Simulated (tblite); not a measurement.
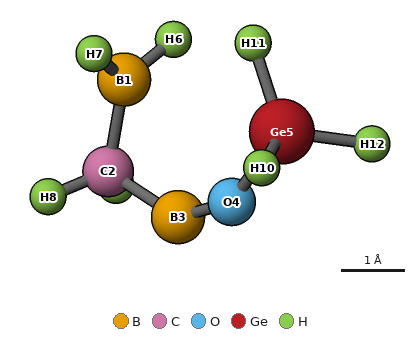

The input geometry (ball-and-stick view, seen at a tilt; atoms are numbered from 1 in the order of the input). Sticks mark near contacts.

Frequency calculation of CH7B2GeO

CH7B2GeO, multiplicity 2, computed with GFN2-xTB harmonic vibrations, gas phase (tblite 0.8.0).

It belongs to a series of runs on one base structure; here: H removed from B.

Output
```
mode    cm-1     km/mol
  1      41.8      3.15
  2      86.1      1.36
  3     102.8      4.83
  4     201.1      0.66
  5     221.3      0.56
  6     290.0      2.91
  7     350.6      4.98
  8     385.2     43.71
  9     475.5    155.86
 10     559.5    124.72
 11     646.0      5.78
 12     717.3    298.97
 13     750.0     21.67
 14     764.7    112.24
 15     776.2     67.93
 16     796.1    190.73
 17     883.3     75.72
 18     988.0      2.70
 19    1059.6      4.74
 20    1114.0     38.40
 21    1194.3     59.36
 22    1406.0    453.01
 23    1457.6     15.33
 24    1865.3    104.37
 25    1993.7    309.87
 26    2026.3    464.43
 27    2565.4    151.24
 28    2590.9    195.01
 29    2984.1     48.42
 30    2995.6     33.04
```

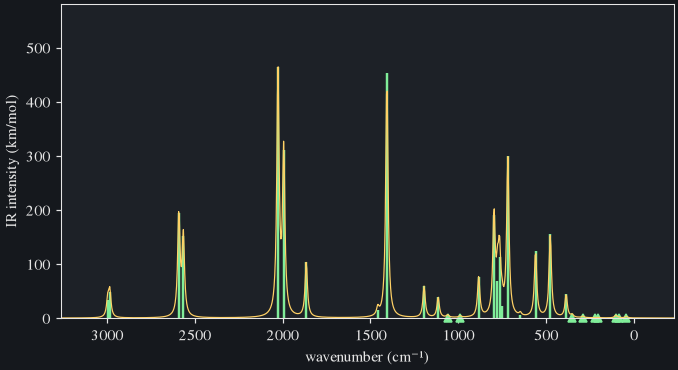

Harmonic infrared spectrum, unscaled: sticks (degenerate modes added up, dark ones marked on the axis) with a Lorentzian envelope of 16 cm⁻¹ full width, scaled to the tallest stick. 30 modes from 42 to 2996 cm⁻¹, none imaginary. The strongest line is at 2026 cm⁻¹ (464 km/mol).

The run was set up as follows.

The input
```
{"job": {"kind": "ir", "xc": "GFN2-xTB", "basis": "xTB"}, "charge": 0, "multiplicity": 2}
B     -1.418901     0.423662     0.691003
C     -1.788296    -0.450437    -0.542256
B     -0.346807    -0.668997    -1.178197
O      0.899270    -0.462197    -0.912633
Ge     2.174526     0.174443     0.151553
H     -1.342424     1.591661     0.583075
H     -1.062770    -0.094606     1.685924
H     -2.202713    -1.430263    -0.308558
H     -2.452595     0.011688    -1.270309
H      2.971100    -1.055371     0.475297
H      1.635266     0.878631     1.368910
H      2.935541     1.081101    -0.769837
```

The first line tells a small driver script what to run in tblite; the rest is the geometry in Å.

Command:
```bash
OMP_NUM_THREADS=1 python <driver script> task.json out
```

Results in brief

- outcome: converged
- total energy: −384.6270 eV
- zero-point energy: 46.1590 kcal/mol
- hardware: 1 CPU thread, shared host
- peak memory: 0.18 GiB
